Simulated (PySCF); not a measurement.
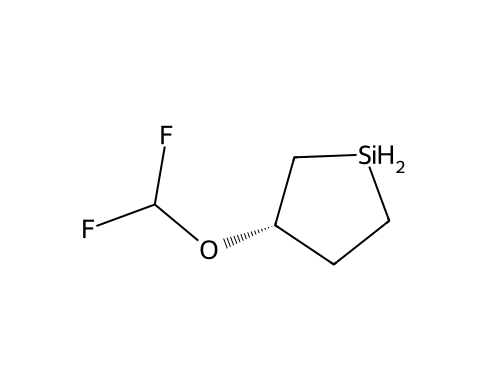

Give its SMILES.

Answer. FC(F)O[C@H]1CC[SiH2]C1

Give the formula, hydrogens included.

Answer. C5H10F2OSi.

An optimisation with PBE0-D3(BJ)/def2-SVP gave a structure of which point group?

Answer. C1.

More results for the same structure follow; atom numbers are the same in all pictures, views and colours differ. The computed structure is the end point of a PBE0-D3(BJ)/def2-SVP optimisation. No frequency run is at hand to confirm it as a minimum.

## Geometry

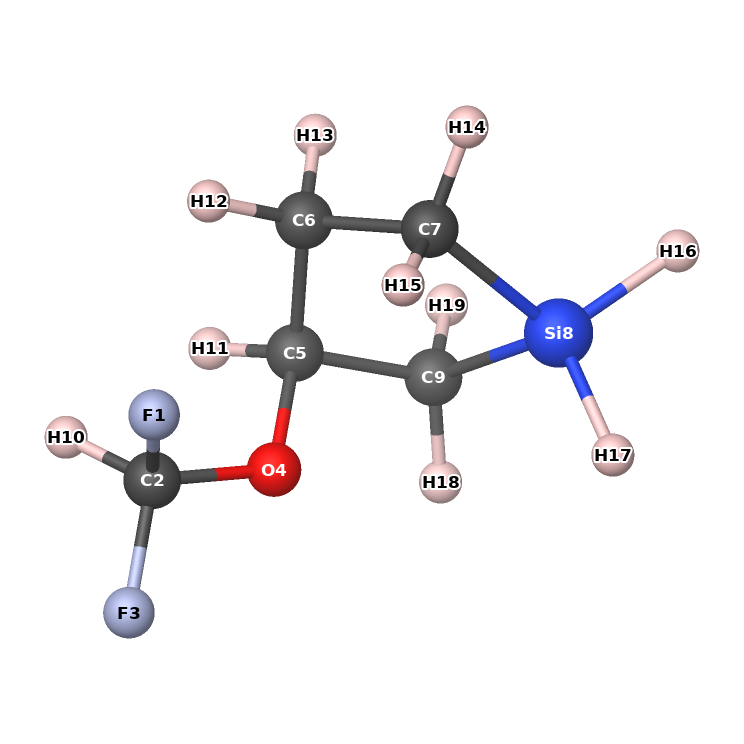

No frequency run is at hand to confirm it as a minimum.

List the bonds and their lengths. Leave out bonds to hydrogen.

| bond | length (Å) | order |
| --- | --- | --- |
| F1–C2 | 1.357 | single |
| C2–F3 | 1.335 | single |
| C2–O4 | 1.346 | single |
| O4–C5 | 1.431 | single |
| C5–C6 | 1.532 | single |
| C5–C9 | 1.524 | single |
| C6–C7 | 1.537 | single |
| C7–Si8 | 1.903 | single |
| Si8–C9 | 1.905 | single |

## Electronic properties

No frequency run is at hand to confirm it as a minimum. Properties computed with PBE0/pcSseg-1 in methanol (IEF-PCM) (PySCF 2.14.0).

Computed properties:

- dipole moment: 4.03 D
- HOMO energy (Kohn–Sham orbital): −8.22 eV
- LUMO energy (Kohn–Sham orbital): 1.11 eV
- HOMO–LUMO gap: 9.33 eV

## Ring current

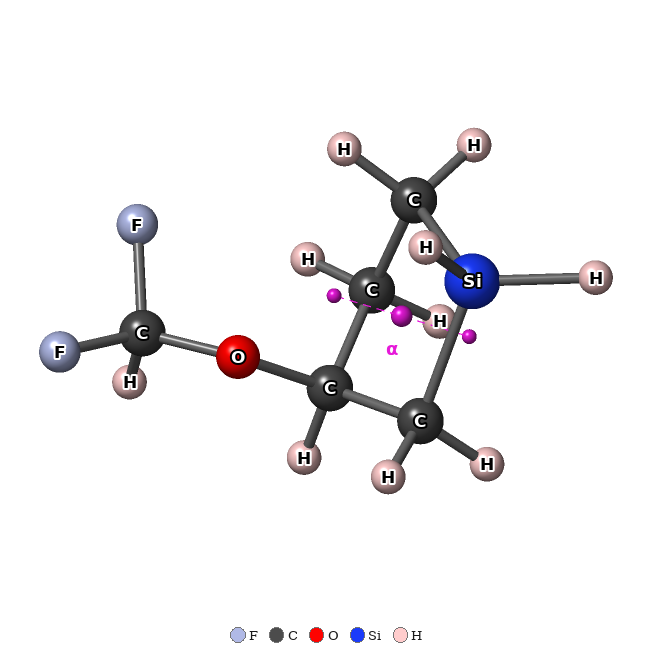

The small points mark where nucleus-independent chemical shifts (NICS) were computed: at the centre of each lettered ring and 1 Å above and below it. No frequency run is at hand to confirm it as a minimum. Method: GIAO PBE0/pcSseg-1 NMR shielding, non-relativistic, gas phase (PySCF 2.14.0).

Give NICS(0), NICS(1) and the out-of-plane component NICS(1)zz for each ring (means of the two sides).

```tsv
ring	members	NICS(0)	NICS(1)	NICS(1)zz
α	C4Si	−4.8	−4.1	−4.6
```

Values in ppm.

What do the values say about the ring currents?

Answer. Ring α: weak, as in a non-aromatic ring. NICS is one index among several.

## Core levels

No frequency run is at hand to confirm it as a minimum. Level of theory: delta-SCF UKS SCAN, pcX-2 on the ionised atom, pcseg-1 elsewhere, spin-free X2C (PySCF 2.14.0).

Give the core-electron binding energies (to vacuum; p and d levels without spin–orbit splitting) of F1 1s, C2 1s, F3 1s, O4 1s, C5 1s, C6 1s, C7 1s, Si8 1s, Si8 2p, C9 1s.

```tsv
atom	level	binding energy (eV)
F1	1s	693.1
C2	1s	297.1
F3	1s	693.4
O4	1s	539.2
C5	1s	292.6
C6	1s	290.8
C7	1s	290.1
Si8	1s	1846.1
Si8	2p	106.6
C9	1s	290.3
```
